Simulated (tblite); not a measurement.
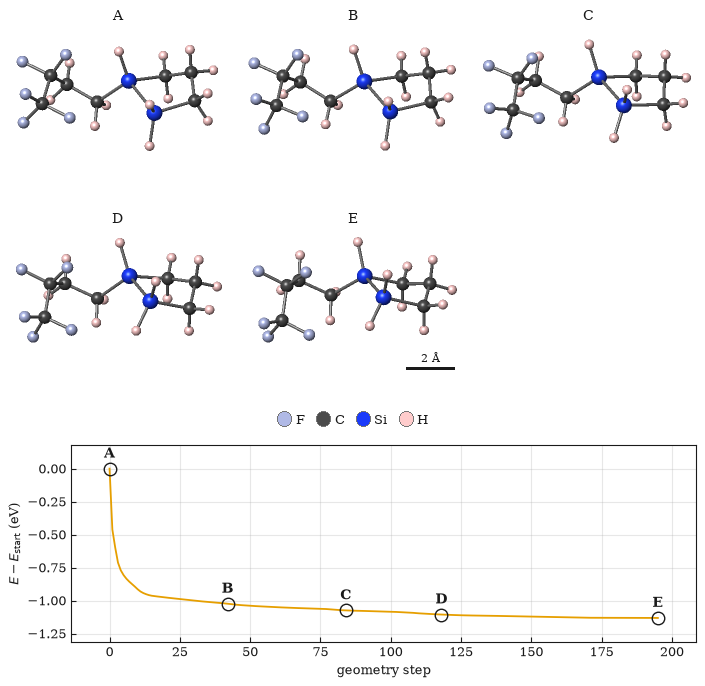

Frames of a relaxation of C$_{7}$H$_{13}$F$_{5}$Si$_{2}$, marked on the history of the run. Style: ball-and-stick. Shown from a free direction.

Computed with GFN2-xTB geometry optimisation, gas phase (tblite 0.8.0). 

### What happens along the run?

The largest move after the best rigid fit is that of an H atom, 1.70 Å. Largest moves by element: H 1.70 Å, F 1.16 Å, Si 0.90 Å, C 0.66 Å. Some distances before and after: C–Si 1.856 → 1.922 Å, Si–Si 2.256 → 2.317 Å, C–C 1.473 → 1.530 Å, C–F 1.384 → 1.330 Å. Among the angles between lasting bonds that change: C–Si–Si 111.5° → 122.6°, C–Si–H 114.4° → 104.3°, Si–Si–H 111.8° → 120.8°. Groups turn about C–Si by about 40°. After 195 geometry steps the energy has fallen by 1.132 eV. Cost: 4.9 s on 2 threads of Intel(R) Xeon(R) Platinum 8375C CPU @ 2.90GHz (shared host). From step 0 to 42: an H atom moves most (0.45 Å), energy −1.024 eV. From step 42 to 84: an H atom moves most (0.60 Å), energy −0.050 eV. From step 84 to 118: an H atom moves most (0.57 Å), energy −0.031 eV. From step 118 to 195: an H atom moves most (0.41 Å), energy −0.026 eV.
